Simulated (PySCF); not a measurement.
Cl2Cu, charge +1, SMILES `[Cu+].ClCl`.

Method: B3LYP/def2-TZVP; geometry: GFN2-xTB; program: PySCF. GFN2-xTB bond lengths at metals and heavier atoms can be off by up to 0.1 Å and shapes distorted, which carries into these values.

Input

```python
import numpy as np
from pyscf import gto, scf, dft
from pyscf.scf import atom_ks, atom_hf
from scipy.linalg import block_diag
from pyscf.dispersion import dftd3

def solve(mol, dm0=None, hcore=None):
    mf = (dft.UKS if mol.spin else dft.RKS)(mol, xc='b3lyp')
    mf.grids.level = 3
    mf = mf.density_fit(auxbasis='def2-universal-jkfit')
    mf.conv_tol, mf.max_cycle = 1e-8, 80
    if hcore is not None:
        mf.get_hcore = lambda *args: hcore
    mf.kernel(dm0)
    if not mf.converged:
        mf = mf.newton().run(mf.mo_coeff, mf.mo_occ, max_cycle=30)
    assert mf.converged, 'SCF not converged'
    return mf

mol = gto.M(atom='''
Cu    -1.47379    -0.22176     0.00000
Cl     2.00206    -0.50419     0.00000
Cl     0.51206     0.88249     0.00000
''', basis='def2-tzvp', charge=1, spin=0, verbose=4)
mol_a = gto.M(atom='''
Cu    -1.47379    -0.22176     0.00000
ghost-Cl     2.00206    -0.50419     0.00000
ghost-Cl     0.51206     0.88249     0.00000
''', basis='def2-tzvp', charge=1, spin=0, verbose=4)
mol_b = gto.M(atom='''
ghost-Cu    -1.47379    -0.22176     0.00000
Cl     2.00206    -0.50419     0.00000
Cl     0.51206     0.88249     0.00000
''', basis='def2-tzvp', charge=0, spin=0, verbose=4)
ab, a, b = solve(mol), solve(mol_a), solve(mol_b)
e_int = ab.e_tot - a.e_tot - b.e_tot
print('counterpoise-corrected interaction energy / kcal/mol', e_int * 627.5095)
def disp(atoms, charge):
    m = gto.M(atom=atoms, charge=charge, basis='sto-3g', spin=None, unit='Bohr', verbose=0)
    return dftd3.DFTD3Dispersion(m, xc='b3lyp', version='d3bj').get_dispersion()['energy']
e_disp = disp(mol._atom, mol.charge) - disp(mol._atom[:1], mol_a.charge) - disp(mol._atom[1:], mol_b.charge)
print('D3(BJ) part / kcal/mol', e_disp * 627.5095)
# spherically averaged free atoms, for the promolecule
atm = atom_ks.get_atm_nrks(mol, xc='b3lyp')
pro = block_diag(*[(atm[a[0]][2] * atm[a[0]][3]) @ atm[a[0]][2].T for a in mol._atom])
np.savez('result.npz', e_int=e_int, e_disp=e_disp, dm_a=a.make_rdm1(), dm_b=b.make_rdm1(), c=ab.mo_coeff, occ=ab.mo_occ, eps=ab.mo_energy, pro=pro, d=[f.dip_moment(verbose=0) for f in (ab, a, b)])
```

Launched as:

```sh
OMP_NUM_THREADS=1 python input.py
```

The run took 22 s on 1 thread of Arm Neoverse V1 (shared host), peak memory 0.49 GiB.

Partitions, critical points and surface values were worked out afterwards from this run's density.

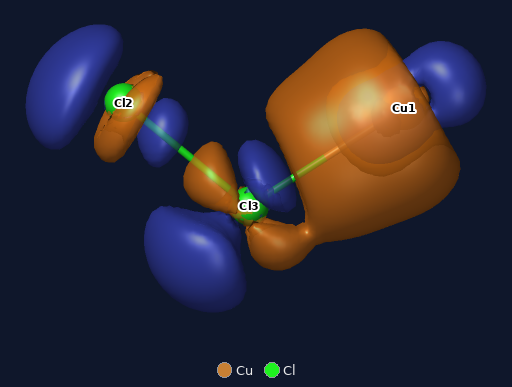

Density of the complex less the densities of the two fragments at the same geometry, ±0.02 e/Å³ (orange: gain, blue: loss). Fragment A: Cu(+1) (atom 1); fragment B: Cl2.

How is the density rearranged on binding?

Answer. Hirshfeld charges show 0.163 e passing from B to A. By Hirshfeld charges, electrons gather most on Cu1 (−0.163 e) and leave Cl2 most (+0.131 e); 0.43 e is displaced in all.

What is the interaction energy, and which contacts carry it?

Answer. The counterpoise-corrected interaction energy of the frozen fragments is −25.8 kcal/mol without dispersion correction and −28.1 kcal/mol with D3(BJ). D3 uses neutral-atom coefficients and tends to overbind metal cations. The pair geometry is semi-empirical, not a minimum at this level. Contacts: Cu1···Cl3, strong, partly covalent contact, 2.27 Å, ρ = 0.068 a.u. The pose is a local one from a semi-empirical search, not shown to be the most stable.
